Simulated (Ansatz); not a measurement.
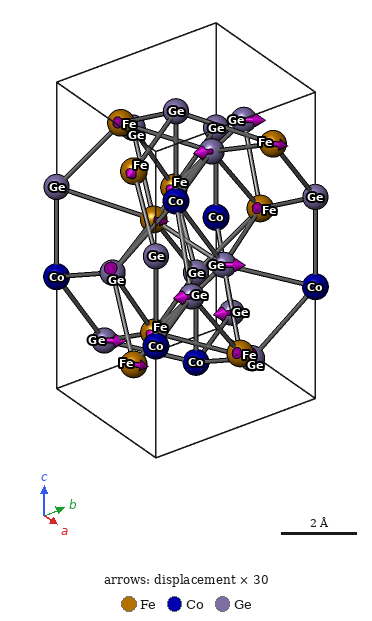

This is a relaxation of a crystal of Fe$_{3}$CoGe$_{4}$ (a generated structure, set up in R3) (coarse preliminary run). The starting structure is drawn; purple arrows show the displacements (the part carried along by the change of the cell is left out), magnified 30 times.

A ball-and-stick model of the conventional cell (3 times the calculation's cell), seen slightly off an axis. Lengths and directions refer to the drawn axes.

Computed with Ansatz, DFT PBE, scalar-relativistic, plane waves, PAW.

The input:
```yaml
crystal:
  lattice:
    - [3.50309293, 2.02251164, 2.8602634]
    - [-3.50309293, 2.02251164, 2.8602634]
    - [0.0, -4.04502329, 2.8602634]
  atoms:
    - { symbol: Fe, position: [0.135, 0.865, 0.635], spin: 4.0 }
    - { symbol: Fe, position: [0.865, 0.635, 0.135], spin: 4.0 }
    - { symbol: Fe, position: [0.635, 0.135, 0.865], spin: 4.0 }
    - { symbol: Co, position: [0.365, 0.365, 0.365], spin: 3.0 }
    - { symbol: Ge, position: [0.842, 0.158, 0.342] }
    - { symbol: Ge, position: [0.158, 0.342, 0.842] }
    - { symbol: Ge, position: [0.658, 0.658, 0.658] }
    - { symbol: Ge, position: [0.342, 0.842, 0.158] }
basis:
  ecutwfc: 420
kpoints:
  mp_grid: { grid: [4, 4, 4] }
hamiltonian:
  xc: pbe
scf:
  occupations: { method: gaussian, width: 0.1 }
  lower_state_search: "off"
output:
  forces: true
  stress: true
  eigenvalues: true
  populations: true
magnetization:
  spin_polarized: true
relax:
  adjacent_minimum: "off"
  f_tol: 0.04
  max_steps: 70
  cell: { stress_tol: 0.4 }
```

Launched with:
```bash
ansatz run input.yaml --threads 4 --pin off --max-ram 8192MiB --backend cpu --events-out ev --progress --plain --runs-dir out
```

> Atoms of which element are displaced furthest, and by how much?

Germanium: up to 0.022 Å, against 0.014 Å for iron.

> Describe the change and its energy.

The largest moves relative to the cell, 0.022 Å, are those of Ge5, Ge6 and Ge8. Ge5 goes along [−3 1 0]. Largest moves by element: Ge 0.022 Å, Fe 0.014 Å, Co 0.002 Å. The volume changes by −16.8 %, with a = b 7.006 → 6.589 Å (−6.0 %), c 8.581 → 8.070 Å (−6.0 %). Near-neighbour distances that change, for instance: Co4–Ge5 2.579 → 2.407 Å, Fe1–Ge6 2.579 → 2.412 Å, Fe1–Ge7 2.579 → 2.417 Å, Co4–Ge5 (another image) 2.789 → 2.629 Å. The space group stays R3 (No. 146). The energy falls by 1.416 eV per cell of the calculation in 4 accepted moves (5 points after the start). The largest force component goes from 0.43 to 0.014 eV/Å. The pressure goes from −16.80 to 0.00 GPa. At 1 point the geometry stayed and the basis and grid were re-selected for the new cell (energy shift of 9.7 meV per cell of the calculation at most each time).
